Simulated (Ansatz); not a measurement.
# BBrCl2 (bromodichloroborane) at 6 levels

Wanted: a comparison of 6 runs (HF/cc-pVDZ, PBE0/3-21G, B3LYP/6-31G*, PBE0/def2-SVP, wB97X/def2-TZVP, CCSDT(Q)/B/LANL2DZ) of BBrCl2 (bromodichloroborane). 

The results are computed with Ansatz 0.2.0.

8 further runs of the same task are left out: 2 for a known fault of the program, 1 that didn't finish, 5 set aside as unsound or not needed.

## 1. Starting point

BBrCl2: 4 atoms, total charge 0, spin state singlet. SMILES: `ClB(Cl)Br`. Geometry: relaxed at PBE0-D4/def2-TZVP.

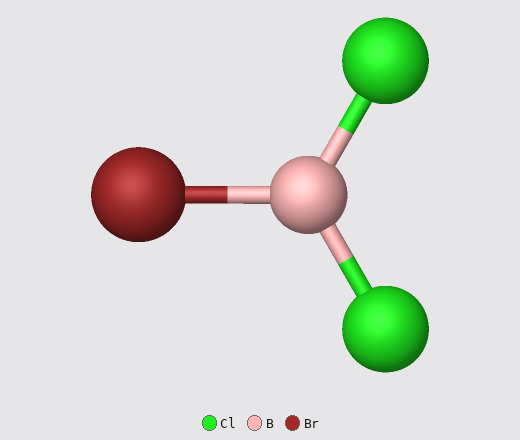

The structure, seen from a chosen angle (chlorine green, boron pink, bromine red).

## 2. Energy and gradient at HF/cc-pVDZ (run 1)

Input file job.yaml:

```yaml
crystal:
  periodic: [false, false, false]
  atoms:
    - {symbol: Cl, position_ang: [0.582100, 0.666000, 1.510800]}
    - {symbol: B, position_ang: [0.037200, -0.038100, 0.022100]}
    - {symbol: Cl, position_ang: [0.444300, -1.679200, -0.365600]}
    - {symbol: Br, position_ang: [-1.008100, 0.991100, -1.187600]}
basis:
  gaussian:
    orbitals: cc-pVDZ
hamiltonian:
  xc: hf
output:
  forces: true
  orbitals: {seedname: orbitals}
accuracy: high
```

Launch:

```console
$ ansatz run job.yaml --threads 1 --pin off --max-ram 2610MiB --events-out events.jsonl --progress --plain --runs-dir runs
```

Log:

```text
Warning: RAYON_NUM_THREADS=1 ignored (pool sized by the plan → 1); use --threads N
Functional definition: HF
  name "HF"
  exchange = exact_x
  correlation = 0
1640 factors; integrals over basis functions are off by at most 4.6e-9 eV
mean field evaluation 1: about -95678.8722 eV, gradient 2.0e1 eV
mean field evaluation 2: about -95679.1783 eV, gradient 2.1e1 eV
mean field evaluation 4: about -95680.6223 eV, gradient 1.9e0 eV
mean field evaluation 8: about -95680.6579 eV, gradient 6.3e-2 eV
mean field evaluation 16: about -95680.6579 eV, gradient 1.6e-7 eV
mean field -95680.65790813 eV, -3516.1993234445 hartree, gradient 1.1e-8 eV, S^2 0.000000; 0 other end points of the search recorded, 0 dependent functions left out
the calculation of the forces begins
reference -95680.65790813 eV, -3516.1993234445 hartree; 37, 37 occupied and 40, 40 virtual orbitals, 1640 factors
Total energy: -95680.65790813 eV, -3516.1993234445 hartree
Atom 0 at     0.582100     0.666000     1.510800 Å, force     0.156136     0.184554     0.415588 eV/Å
Atom 1 at     0.037200    -0.038100     0.022100 Å, force    -0.094117     0.092056    -0.111739 eV/Å
Atom 2 at     0.444300    -1.679200    -0.365600 Å, force     0.118080    -0.453668    -0.096076 eV/Å
Atom 3 at    -1.008100     0.991100    -1.187600 Å, force    -0.180099     0.177058    -0.207773 eV/Å
Dipole moment:     0.004407    -0.004299     0.005248 e Å
```

It took 5.7 s on 1 thread of Arm Neoverse V2, shared host.

## 3. Energy and forces at PBE0/3-21G (run 2)

Edit job.yaml of step 2 so:

```diff
@@ -9,8 +9,6 @@
   gaussian:
-    orbitals: cc-pVDZ
+    orbitals: 3-21G-spherical.json
 hamiltonian:
-  xc: hf
-output:
-  forces: true
-  orbitals: {seedname: orbitals}
+  xc: pbe0
 accuracy: high
+output: {forces: true, orbitals: {seedname: orbitals}}
```

The basis set 3-21G is read from a file made from the Basis Set Exchange's data (not shown).

Launch:

```console
$ ansatz run job.yaml --threads 1 --pin off --max-ram 2610MiB --events-out events.jsonl --progress --plain --runs-dir runs
```

Log, shortened:

```text
Warning: RAYON_NUM_THREADS=1 ignored (pool sized by the plan → 1); use --threads N
Functional definition: PBE0
  name "PBE0"
[...]
1090 factors; integrals over basis functions are off by at most 7.9e-9 eV
[...]
mean field -95291.98856814 eV, -3501.9159886493 hartree, gradient 9.7e-8 eV, S^2 0.000000; 0 other end points of the search recorded, 0 dependent functions left out
[...]
reference -95291.98856984 eV, -3501.9159887119 hartree; 37, 37 occupied and 20, 20 virtual orbitals, 1090 factors
Total energy: -95291.98856984 eV, -3501.9159887119 hartree
Atom 0 at     0.582100     0.666000     1.510800 Å, force     0.275049     0.375659     0.766381 eV/Å
Atom 1 at     0.037200    -0.038100     0.022100 Å, force    -0.306837     0.301601    -0.357628 eV/Å
Atom 2 at     0.444300    -1.679200    -0.365600 Å, force     0.202801    -0.845358    -0.211482 eV/Å
Atom 3 at    -1.008100     0.991100    -1.187600 Å, force    -0.171013     0.168098    -0.197271 eV/Å
Dipole moment:    -0.069483     0.068456    -0.080289 e Å
```

Run time: 5.4 s. Hardware: 1 thread of Arm Neoverse V2, shared host.

Runs 3 to 5 aren't shown in full; the table further down has their settings and results.

## 4. A single-point energy at CCSDT(Q)/B/LANL2DZ (core potential) (run 6)

Input file input.yaml:

```yaml
crystal:
  periodic: [false, false, false]
  atoms:
    - {symbol: Cl, position_ang: [0.582100, 0.666000, 1.510800]}
    - {symbol: B, position_ang: [0.037200, -0.038100, 0.022100]}
    - {symbol: Cl, position_ang: [0.444300, -1.679200, -0.365600]}
    - {symbol: Br, position_ang: [-1.008100, 0.991100, -1.187600]}
basis:
  gaussian: {orbitals: LANL2DZ.json}
correlation: {method: ccsdt_q_b, electrons: outside_noble_gas, diis_vectors: 3}
accuracy: high
scf: {omitted_lower_state_checks: [increment, stability]}
output: {orbitals: {seedname: orbitals}}
```

The basis set LANL2DZ is read from a file made from the Basis Set Exchange's data (not shown).

Launch:

```console
$ ansatz run input.yaml --threads 1 --pin off --max-ram 2610MiB --events-out events.jsonl --progress --plain --runs-dir runs
```

Log, shortened:

```text
Warning: RAYON_NUM_THREADS=1 ignored (pool sized by the plan → 1); use --threads N
Functional definition: HF
  name "HF"
[...]
930 factors; integrals over basis functions are off by at most 3.8e-9 eV
[...]
mean field -1825.70168075 eV, -67.0932992625 hartree, gradient 1.4e-8 eV, S^2 0.000000; 1 other end points of the search recorded, 0 dependent functions left out
1 core orbitals not correlated: weight in the atoms' cores, before any rotation towards them, 1.000 or more for the frozen orbitals, at most 0.000 for the correlated occupied ones
reference -1825.70168075 eV, -67.0932992625 hartree; 12, 12 occupied and 20, 20 virtual orbitals, 930 factors
second order -3.98250249 eV of doubles, -0.00000000 eV of singles
cycle   1  -4.28841718 eV  change   -3.1e-1 eV  update   8.8e-2
[...]
cycle  22  -4.64109656 eV  change    1.0e-9 eV  update   1.3e-9
perturbative correction 0.00385042 eV, 0.0001415003 hartree
Total energy: -1830.33892689 eV, -67.2637149151 hartree
Checks for a lower state left out: stability, increment
```

It took 44 s on 1 thread of Arm Neoverse V2, shared host; peak memory 0.77 GiB.

## 5. All runs side by side

```csv
run,level,core potential,task,energy (Eh),dipole moment (D),HOMO energy (eV),LUMO energy (eV),wall time
1,HF/cc-pVDZ,none,gradient,-3516.199323,0.04,-11.67,2.08,5.7 s
2,PBE0/3-21G,none,gradient,-3501.915989,0.61,-8.73,-1.97,5.4 s
3,B3LYP/6-31G* (spherical functions),none,gradient,-3519.225638,0.01,-8.33,-1.92,11 s
4,PBE0/def2-SVP,none,gradient,-3518.275231,0.08,-8.53,-1.57,9 s
5,wB97X/def2-TZVP,none,gradient,-3519.576226,0.05,-11.03,0.41,68 s
6,CCSDT(Q)/B/LANL2DZ (core potential),LANL2DZ,energy,-67.263715,–,-12.01,1.59,44 s
```

## 6. Summary of results

| quantity | value |
| --- | --- |
| run 6: total energy | -67.26371 Eh |
| run 6: HOMO energy (Hartree–Fock orbitals) | -12.01 eV |
| run 6: LUMO energy (Hartree–Fock orbitals) | 1.59 eV |
| run 6: HOMO–LUMO gap (Hartree–Fock orbitals) | 13.60 eV |
| run 6: correlation energy (1 core orbital frozen) | -170.4 mEh |
| run 6: T1 diagnostic | 0.012 |

**Reading.** Over runs 1, 2, 3, 4, 5 the dipole moment (its size) runs from 0.01 D (B3LYP/6-31G*) to 0.61 D (PBE0/3-21G). The two ends differ in method and basis. Over runs 1, 2, 3, 4, 5 the HOMO–LUMO gap runs from 6.41 eV (B3LYP/6-31G*) to 13.75 eV (HF/cc-pVDZ). Totals of different functionals can't be ranked against each other. Some runs of one species differ in core potentials or relativity; totals across that change don't compare. All runs together took 2.4 min, the longest 68 s.
